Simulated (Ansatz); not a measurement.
# How cost and error scale: C(100)/AlN(10-10) interface (192 atoms) repeated

Aim: repeat one cell of C(100)/AlN(10-10) interface (192 atoms) to ever larger supercells at Γ and follow error, time and memory.

Calculated with Ansatz 0.2.0; Kohn-Sham DFT, PBE, PAW (set soft_2), plane waves.

## Step 1: The structure

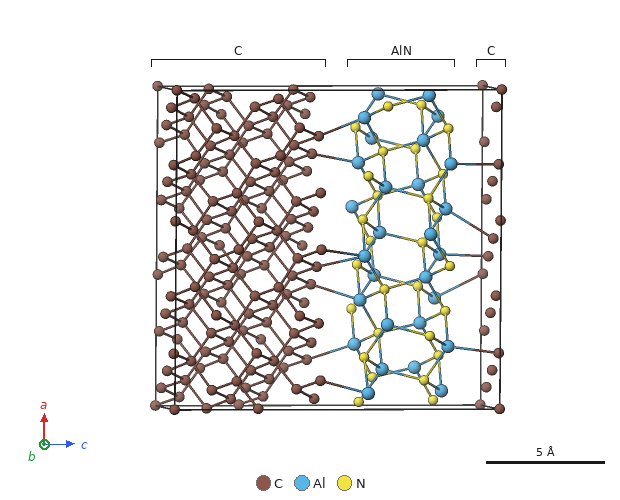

The cell as given, from the side, with the c axis across the page (carbon brown, aluminium blue, nitrogen yellow). Bonds to atoms that aren't drawn are left out. Some periodic images of atoms are drawn too.

The cell holds 192 atoms: 136 C, 28 Al and 28 N. Its edges and angles: a = 13.619 Å, b = 7.974 Å, c = 13.873 Å, α = 90.0°, β = 90.0°, γ = 86.1°. It derives from C and AlN. Diamond-structure C(100), 4 repeat layers, 17 surface cells, strained +0.26 and -0.02 %; wurtzite AlN(10-10), 2 layers, 7 cells, -0.26 and +0.02 %; outer planes 1.98 Å apart and 2.06 Å at the second interface of the periodic stack; not relaxed, displaced by a Gaussian of 0.02 Å. Regions: C, 136 atoms (136 C); AlN, 56 atoms (28 Al and 28 N).

Before any run, some limits are plain. The host structure and its lattice constant were typed by rule, without a check against the phase diagram.

## Step 2: Plane waves, typed cell on a dense mesh

The typed cell on a k-mesh is the yardstick: it samples like Γ on the cell repeated as often as the mesh has points along each axis. Its own convergence isn't tested.

input.yaml reads:

```yaml
crystal:
  lattice:
    - [13.6186, 0.0, 0.0]
    - [0.54426, 7.95561, 0.0]
    - [0.0, 0.0, 13.87303]
  atoms:
    - { symbol: C, position: [0.00099, 0.00485, 0.99894] }
    - { symbol: C, position: [0.85226, 0.26934, 0.06798] }
    - { symbol: C, position: [0.94393, 0.20872, 0.13101] }
    - { symbol: C, position: [0.91287, 0.06292, 0.19224] }
    - { symbol: C, position: [0.82458, 0.11737, 0.25521] }
    - { symbol: C, position: [0.03048, 0.15288, 0.32147] }
    - { symbol: C, position: [0.94205, 0.20856, 0.38562] }
    - { symbol: C, position: [0.91338, 0.05661, 0.45063] }
    - { symbol: C, position: [0.41176, 0.06402, 0.00056] }
    - { symbol: C, position: [0.26488, 0.32457, 0.06269] }
    - { symbol: C, position: [0.35322, 0.26945, 0.13016] }
    - { symbol: C, position: [0.32468, 0.12052, 0.19321] }
    - { symbol: C, position: [0.23723, 0.18343, 0.25587] }
    - { symbol: C, position: [0.44176, 0.20215, 0.31977] }
    - { symbol: C, position: [0.35181, 0.27117, 0.38449] }
    - { symbol: C, position: [0.32294, 0.11932, 0.44771] }
    - { symbol: C, position: [0.23545, 0.17305, 0.99955] }
    - { symbol: C, position: [0.08582, 0.43986, 0.06471] }
    - { symbol: C, position: [0.17375, 0.38403, 0.12954] }
    - { symbol: C, position: [0.14989, 0.23783, 0.19288] }
    - { symbol: C, position: [0.05915, 0.29573, 0.2588] }
    - { symbol: C, position: [0.26442, 0.32393, 0.32095] }
    - { symbol: C, position: [0.17585, 0.3835, 0.38497] }
    - { symbol: C, position: [0.14621, 0.23484, 0.45024] }
    - { symbol: C, position: [0.05972, 0.29558, 0.99979] }
    - { symbol: C, position: [0.91158, 0.55783, 0.06321] }
    - { symbol: C, position: [0.99828, 0.49897, 0.12727] }
    - { symbol: C, position: [0.97165, 0.35392, 0.19157] }
    - { symbol: C, position: [0.88175, 0.41732, 0.25573] }
    - { symbol: C, position: [0.0885, 0.44138, 0.32278] }
    - { symbol: C, position: [0.99575, 0.50022, 0.38704] }
    - { symbol: C, position: [0.96993, 0.3571, 0.44787] }
    [... 154 atom lines left out ...]
    - { symbol: Al, position: [0.69287, 0.77611, 0.65738] }
    - { symbol: "N", position: [0.73029, 0.97111, 0.59245] }
    - { symbol: Al, position: [0.8367, 0.55978, 0.78518] }
    - { symbol: "N", position: [0.87558, 0.75501, 0.85004] }
    - { symbol: Al, position: [0.76734, 0.91987, 0.84905] }
    - { symbol: "N", position: [0.65827, 0.83253, 0.78577] }
kpoints:
  mp_grid: { grid: [3, 5, 3] }
hamiltonian:
  xc: pbe
scf:
  occupations: { method: fermi_dirac, width: 0.05 }
output:
  forces: true
  stress: true
  populations: true
  dos:
    method: { smearing: { sigma: 0.08 } }
    de: 0.1
    projected:
      site_lists:
        Al: [Al]
        C: [C]
        "N": ["N"]
        AlN: [136, 137, 138, 139, 140, 141, 142, 143, 144, 145, 146, 147, 148, 149, 150, 151, 152, 153, 154, 155, 156, 157, 158, 159, 160, 161, 162, 163, 164, 165, 166, 167, 168, 169, 170, 171, 172, 173, 174, 175, 176, 177, 178, 179, 180, 181, 182, 183, 184, 185, 186, 187, 188, 189, 190, 191]
  eigenvalues: true
```

The run is started by

```console
ansatz run input.yaml --threads 8 --pin off --max-ram 15872MiB --backend cpu --events-out ev --progress --plain --runs-dir out
```

Numbers of over 12 decimals in the logs are rounded to 6 here.

What it wrote:

```text
Engine: ansatz 0.2.0, aarch64-unknown-linux-gnu
Pseudopotentials: kind: paw
Pseudopotential: C, paw, valence charge 4, recommended cutoff 420 eV (normal), C.paw.azcp
Pseudopotential: Al, paw, valence charge 3, recommended cutoff 420 eV (normal), Al.paw.azcp
Pseudopotential: N, paw, valence charge 5, recommended cutoff 420 eV (normal), N.paw.azcp
[... 5 lines on functional and potentials left out ...]
Crystal: 192 atoms, lattice volume = 1503.063 Å³
Basis set: ecut = 420 eV, 29409 PW (Γ), exchange–correlation on 192×108×192 points (8 copies of the dense FFT grid, shifted against one another)
Bands: 576, of which v1, the nominal top of the filled ones, is band 384 counted from 1 (383 counted from 0)
Symmetry: 1 space group operations
Space group: P1 (ITA 1), of the structure as read, at distance tolerance 1.1e-4 Å
k-points: 23 of 45 (time reversal used)
[... 7 lines on functional and potentials left out ...]
Initial density: superposition of atomic densities (neutral atoms: chi_scale 0, normalization atom), corrected by the library's trained network
Initial wavefunctions: pseudopotential atomic-orbital guess
Functional: x = pbe(κ = 0.804, μ = 0.219515), c = pbe(β = 0.066725)
SCF iter   1: F=—  HF=-59868.506248 eV  |F-HF|=—  |Δ(HF+E_count)|=         —  Δρ=1.48e-2  dr2=7.86e0  ethr=1.77e-3  ⟨swp⟩=5.9  Hψ=54323  notcnv=0  defer=3593
preconditioner: auto → Kerker (q_TF=auto, 2.439 Å⁻¹)  [metal: Δε(μ)=0.010 eV  Ē_g=14.267 eV  σ=0.050 eV  W_gap=0.05  n_scr=364 (ndim 8)  ℏωp=26.5 eV  f_vac=0.000  D(μ)=26.08/eV (n_scr^D=136)]
SCF iter   2: F=—  HF=-59867.770268 eV  |F-HF|=—  |Δ(HF+E_count)|=   7.36e-1  Δρ=7.07e-3  dr2=2.93e0  ethr=1.02e-3  ⟨swp⟩=1.1  Hψ=15251  notcnv=0  defer=3755
SCF iter   3: F=—  HF=-59867.336487 eV  |F-HF|=—  |Δ(HF+E_count)|=   4.34e-1  Δρ=2.03e-3  dr2=4.55e-1  ethr=3.81e-4  ⟨swp⟩=2.0  Hψ=11923  notcnv=0  defer=3836
SCF iter   4: F=—  HF=-59867.260684 eV  |F-HF|=—  |Δ(HF+E_count)|=   7.58e-2  Δρ=1.15e-3  dr2=1.06e-1  ethr=5.93e-5  ⟨swp⟩=1.7  Hψ=13909  notcnv=0  defer=3836
SCF iter   5: F=—  HF=-59867.251224 eV  |F-HF|=—  |Δ(HF+E_count)|=   9.46e-3  Δρ=5.50e-4  dr2=2.83e-2  ethr=1.38e-5  ⟨swp⟩=1.3  Hψ=14984  notcnv=0  defer=3836
SCF iter   6: F=—  HF=-59867.249727 eV  |F-HF|=—  |Δ(HF+E_count)|=   1.50e-3  Δρ=2.96e-4  dr2=1.19e-2  ethr=3.69e-6  ⟨swp⟩=1.1  Hψ=9385  notcnv=0  defer=3836
SCF iter   7: F=—  HF=-59867.248954 eV  |F-HF|=—  |Δ(HF+E_count)|=   7.74e-4  Δρ=1.55e-4  dr2=3.94e-3  ethr=1.55e-6  ⟨swp⟩=1.1  Hψ=9389  notcnv=0  defer=3836
SCF iter   8: F=—  HF=-59867.248569 eV  |F-HF|=—  |Δ(HF+E_count)|=   3.85e-4  Δρ=7.94e-5  dr2=7.65e-4  ethr=5.13e-7  ⟨swp⟩=2.0  Hψ=9843  notcnv=0  defer=3836
SCF iter   9: F=—  HF=-59867.248499 eV  |F-HF|=—  |Δ(HF+E_count)|=   7.01e-5  Δρ=4.26e-5  dr2=1.05e-4  ethr=9.96e-8  ⟨swp⟩=2.0  Hψ=12494  notcnv=0  defer=3836
SCF iter  10: F=—  HF=-59867.248491 eV  |F-HF|=—  |Δ(HF+E_count)|=   8.40e-6  Δρ=1.73e-5  dr2=1.47e-5  ethr=1.37e-8  ⟨swp⟩=2.0  Hψ=14528  notcnv=0  defer=3836
SCF iter  11: F=—  HF=-59867.250217 eV  |F-HF|=—  |Δ(HF+E_count)|=   1.73e-3  Δρ=7.03e-6  dr2=1.90e-6  ethr=1.92e-9  ⟨swp⟩=2.0  Hψ=17446  notcnv=0  defer=3836
SCF iter  12: F=—  HF=-59867.250217 eV  |F-HF|=—  |Δ(HF+E_count)|=   1.14e-7  Δρ=2.67e-6  dr2=4.38e-7  ethr=2.47e-10  ⟨swp⟩=2.5  Hψ=16522  notcnv=0  defer=3836
SCF iter  13: F=-59867.250217 eV  HF=-59867.250217 eV  |F-HF|=6.85e-8  |Δ(HF+E_count)|=   3.73e-8  Δρ=1.08e-6  dr2=8.07e-8  ethr=1.30e-11  ⟨swp⟩=15.9  Hψ=82088  notcnv=0
SCF 1 converged in 13 iterations: F = -59867.250217 eV  dr2 = 8.07e-8
  greatest PAW one-centre occupation: 0.801 electrons in one spin orbital (limit 2), on the N atom at site 149 (counted from 0), in its partial waves of l = 0
SCF converged after 13 iterations
Free energy (F): -59867.250217 eV
Harris-Foulkes:  -59867.250217 eV  (|F-HF|=6.85e-8)
Internal energy: -59867.008878 eV  (E = F + TS)
E sigma→0 (E₀):  -59867.129547 eV
Entropy (-TS):   -0.241339 eV (-1.257 meV/atom)
Fermi energy:    9.717820 eV
--- Per-component energies (eV) ---
  E_band       = 1299.340102
  E_kinetic    = 16588.076685
  E_local      = -46049.089628  (includes V_loc(G=0)·N_el)
  E_nonlocal   = 5192.099456
  E_hartree    = 19075.327458
  E_xc         = -9350.697465
  E_vxc        = -11079.336863  (∫ρ·V_xc dr)
  E_paw        = -30114.002003  (= ΣΔE_a)
  E_vpaw       = -1503.079225  (= ΣTr[D̂ρ^β])
  E_aug_tail   = 0.003726  (compensation charges beyond the density's cutoff)
  E_ewald      = -15208.727106
  E_smearing   = -0.241339  (= −TS)
  E_closure    = 0.000000  (closes the sum)
  Σ components = -59867.250217   (vs F -59867.250217, Δ=0.00e0)
--- Forces (eV/Å), atoms counted from 1 ---
  atom   1  C      0.30934645     0.31436062     0.36040219
  atom   2  C      0.70892240    -0.30287035    -2.91706623
  atom   3  C     -1.70417510    -0.07557166    -0.78077744
  atom   4  C      0.07283812    -1.07973599     0.08239295
  atom   5  C     -0.13732441     0.88541745     1.09661871
  atom   6  C     -0.03512551    -1.80618723    -0.03411370
  atom   7  C     -0.31684312    -0.47168499     2.53131706
  atom   8  C      0.45805152     0.72698951    -2.23934276
  atom   9  C     -0.85987592    -0.31308541     1.43680143
  atom  10  C     -0.99643283    -0.16423697    -2.13416946
  atom  11  C      0.09425637    -1.16889931    -0.92923042
  atom  12  C     -0.12154758     0.08615771    -0.99633882
  atom  13  C     -0.41896830    -2.19448391     0.64489296
  atom  14  C      0.59333081     1.75849146     0.84684167
[...]
atom 191  Al    -0.61569667    -0.97203908     2.11230323
  atom 192  N      0.17228464    -1.08702138     0.08857090
  max |Σ_I F_I| component: 1.13e-4 eV/Å
--- Stress (GPa, compression-positive) ---
       -4.521293       0.242257      -0.050211
        0.242278      -0.837389       0.221061
       -0.050206       0.221064     -10.022955
  P = ⅓ Tr σ = -5.1272 GPa (-51.272 kbar)
--- Band table (eV; the first three rows and the last of 23) ---
  k-point 0: bands = ["-11.7284", "-11.1125", "-11.0872", "-10.0667", [... 560 levels ...], "18.9117", "18.9210", "18.9450", "18.9998", "19.0127", "19.0353", "19.0624", "19.1079", "19.1201", "19.1433", "19.1925", "19.2060"]
[...]
--- Löwdin populations: 192 sites ---
  site symbol       q [e]
     0      C      3.9389
     1      C      3.9706
     2      C      3.9548
[...]
191      N      6.0163
  spilling = 0.005786 (of n_electrons = 768.000000)
```

Run time: 34 min. Hardware: 8 threads of Arm Neoverse V1, shared host; peak memory 14 GiB; 4.3 h of CPU time.

The program notes that it cut back its work space to fit the memory limit.

Numbers from this run:

* free energy: -59867.2502 eV
* free energy per atom: -311.8086 eV/atom
* SCF cycles: 13
* pressure: -5.127 GPa
* r.m.s. force component: 1.121 eV/Å
* longest force: 4.955 eV/Å
* Fermi energy: 9.718 eV
* levels partly filled by over 2 per cent: 139
* spilling of the projection: 0.005786

The r.m.s. force component of 1.1 eV/Å sets the scale for the differences below.

## Step 3: Plane waves, 192 atoms

The typed cell is solved at Γ alone, the coarsest sampling of the series.

input.yaml, the sections that differ from step 2:

```yaml
kpoints:
  mp_grid: { grid: [1, 1, 1] }
output:
  forces: true
# crystal, hamiltonian, scf: as in step 2
```

Wall time 15 s (8 threads); peak memory 2.4 GiB; 1.8 min of CPU time.

It converged in 10 SCF cycles; the log is left out.

The energy lies 2.67 meV/atom above the dense-mesh reference.

## Step 4: Support functions, 192 atoms

The typed cell is solved at Γ alone, now in support functions.

This step: Kohn-Sham DFT, PBE, PAW (set soft_2), localised support functions (medium) (Ansatz 0.2.0).

input.yaml, as its differences from that of step 3:

```diff
@@ -13,2 +13,4 @@
   occupations: { method: fermi_dirac, width: 0.05 }
+  eigensolver: { kind: { support_functions: { accuracy: medium } } }
+  max_iter: 150
 output:
```

Wall time 1.7 min (8 threads); peak memory 4.7 GiB.

The program notes that the band table was not solved further than the SCF left it and it switched symmetry off.

It converged in 14 SCF cycles; the log is left out.

The energy lies 0.891 meV/atom below the dense-mesh reference, and 3.6 meV/atom below plane waves of the same size, an offset between the two bases that leaves the sampling error alike.

## Step 5: Plane waves, 384 atoms

The cell is repeated and solved at Γ in plane waves, whose cost grows towards the cube of the size.

This step: Kohn-Sham DFT, PBE, PAW (set soft_2), plane waves (Ansatz 0.2.0).

input.yaml, the sections that differ from step 4:

```yaml
crystal:
  lattice:
    - [13.6186, 0.0, 0.0]
    - [0.54426, 7.95561, 0.0]
    - [0.0, 0.0, 13.87303]
  atoms:
    [... the 192 atom lines of step 2 ...]
  supercell: [1, 2, 1]
scf:
  occupations: { method: fermi_dirac, width: 0.05 }
# kpoints, hamiltonian, output: as in step 4
```

Elapsed: 1.8 min, on 8 threads; peak memory 7.3 GiB; 14 min of CPU time.

The program repeats the typed cell 1×2×1 times, 384 atoms in all; totals in the log are those of the whole repeated cell, and force differences are taken after averaging over the copies of each atom.

It converged in 13 SCF cycles; the log is left out.

The energy lies 1.27 meV/atom below the dense-mesh reference.

## Step 6: Support functions, 384 atoms

The repeated cell is solved at Γ in support functions.

This step: Kohn-Sham DFT, PBE, PAW (set soft_2), localised support functions (medium) (Ansatz 0.2.0).

input.yaml, as its differences from that of step 5:

```diff
@@ -14,2 +14,5 @@
   occupations: { method: fermi_dirac, width: 0.05 }
+  eigensolver: { kind: { support_functions: { accuracy: medium } } }
+  mixing: { beta: 0.4 }
+  max_iter: 150
 output:
```

What it wrote:

```text
Warning: scf.eigensolver.kind.support_functions: disabling space-group detection — the functions' gradient is summed over unrotated k-points, so no spatial operation reduces the k-mesh or symmetrises the density; time reversal is kept, so that k and −k are solved as one point where they differ and the mesh holds both, and exact exchange and, on two spinor components, a DFT+U term hold to it where the run has them: [...]
settings of this run that can trade accuracy for cost: scf.eigensolver.kind.support_functions [...]
[...]
Crystal: 384 atoms, lattice volume = 3006.127 Å³
Basis set: ecut = 420 eV, 58749 PW (Γ), exchange–correlation on 192×240×192 points (8 copies of the dense FFT grid, shifted against one another)
Bands: 922, of which v1, the nominal top of the filled ones, is band 768 counted from 1 (767 counted from 0)
Symmetry: 1 space group operations
k-points: 1
[...]
Eigensolver: Support functions (medium, 72×90×72 points, laid for a spacing of at most 0.212739 Å, radius 3.114379 Å, up to 3.256711 Å in less dense regions, 2 species' potentials softened for the grid, 3 wholly corrected for its errors in the mean over positions, 3 with the egg-box correction, energy correction by stochastic trace)
[...]
SCF iter   1: F=—  HF=-119752.464235 eV  |F-HF|=—  |Δ(HF+E_count)|=         —  Δρ=1.27e-1  dr2=6.20e2  ethr=1.00e-1
[...]
SCF iter  12: F=—  HF=-119736.233015 eV  |F-HF|=—  |Δ(HF+E_count)|=   8.31e-3  Δρ=2.15e-5  dr2=8.28e-6  ethr=2.92e-9  κ⁻¹=2.5e-6(r=7)
SCF iter  13: F=-119736.239890 eV  HF=-119736.239889 eV  |F-HF|=1.25e-6  |Δ(HF+E_count)|=   6.87e-3  Δρ=9.62e-6  dr2=1.86e-6  ethr=5.39e-10
SCF 1 converged in 13 iterations: F = -119736.353324 eV  dr2 = 1.86e-6
[...]
SCF converged after 13 iterations
Stability not checked: this state was not tested for a lower state beside it, because the mixer in use, unlike msr1, does not test its closes by its own steps (another_mixer; see scf.mixing.algorithm and scf.lower_state_search)
Free energy (F): -119736.353324 eV
[...]
Internal energy: -119735.962674 eV  (E = F + TS)
E sigma→0 (E₀):  -119736.157999 eV
Entropy (-TS):   -0.390650 eV (-1.017 meV/atom)
Fermi energy:    9.715147 eV
[...]
Σ components = -119736.353324   (vs F -119736.353324, Δ=0.00e0)
--- Forces (eV/Å), atoms counted from 1 ---
  atom   1  C      0.30846759     0.30154307     0.39120549
  atom   2  C      0.71162192    -0.27881132    -2.93460929
  atom   3  C     -1.70491068    -0.09887546    -0.78009895
  atom   4  C      0.08068586    -1.07969020     0.09950971
  atom   5  C     -0.13016173     0.87455268     1.11259427
  atom   6  C     -0.02422729    -1.78345924    -0.04647752
  [... forces on the other 378 atoms ...]
  max |Σ_I F_I| component: 1.22e-2 eV/Å
--- Band table (eV) ---
[... left out ...]
  guard bands above this table: 133 of the run's 922 bands (output.publish_guard_bands: true publishes all)
[...]
```

The job ended after 4.6 min (8 threads; peak memory 7.6 GiB).

The program repeats the typed cell 1×2×1 times, 384 atoms in all; totals in the log are those of the whole repeated cell, and force differences are taken after averaging over the copies of each atom.

The energy lies 4.83 meV/atom below the dense-mesh reference, and 3.6 meV/atom below plane waves of the same size, an offset between the two bases that leaves the sampling error alike.

## Step 7: Cost and error against size

Differences are against the typed cell on a 3×5×3 mesh, which samples like Γ on 8640 atoms (r.m.s. force component 1.12 eV/Å). Every repeated cell is solved at Γ, and forces are averaged over the copies of each atom. Hardware: 8 threads of Arm Neoverse V1, shared host.

| atoms | repeats | basis | Δ force, r.m.s. (meV/Å) | Δ energy (meV/atom) | less plane waves of the same size (meV/atom) | spread among copies (meV/Å) | SCF cycles | time | host memory (GiB) |
| --- | --- | --- | --- | --- | --- | --- | --- | --- | --- |
| 192 | 1×1×1 | plane waves | 56.6 | 2.67 | - | - | 10 | 15 s | 2.4 |
| 192 | 1×1×1 | support functions | 56.7 | -0.891 | -3.6 | - | 14 | 1.7 min | 4.7 |
| 384 | 1×2×1 | plane waves | 31.0 | -1.27 | - | 0 | 13 | 1.8 min | 7.3 |
| 384 | 1×2×1 | support functions | 31.1 | -4.83 | -3.6 | 0.14 | 13 | 4.6 min | 7.6 |

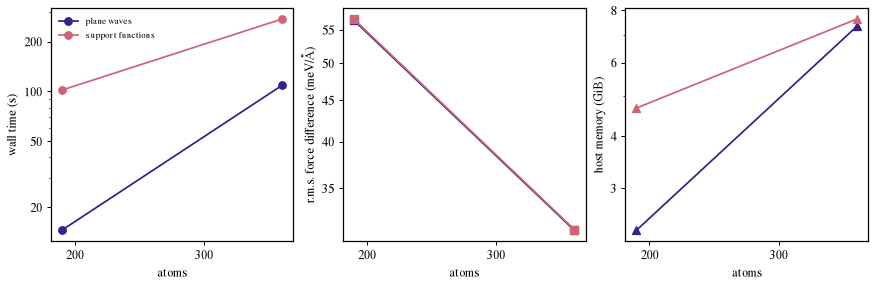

Time, error and memory against the number of atoms.

[end of part 1 of 2]

[Logs are printed without paths, hosts, clocks, repeated set-up lines and the standing remarks that a program may print on its own settings, such as how far it seeks lower states.]

[Hosts, paths, dates, database ids (printed as entryN), source tags and the programs' standing remarks are cut or masked in the printed files.]
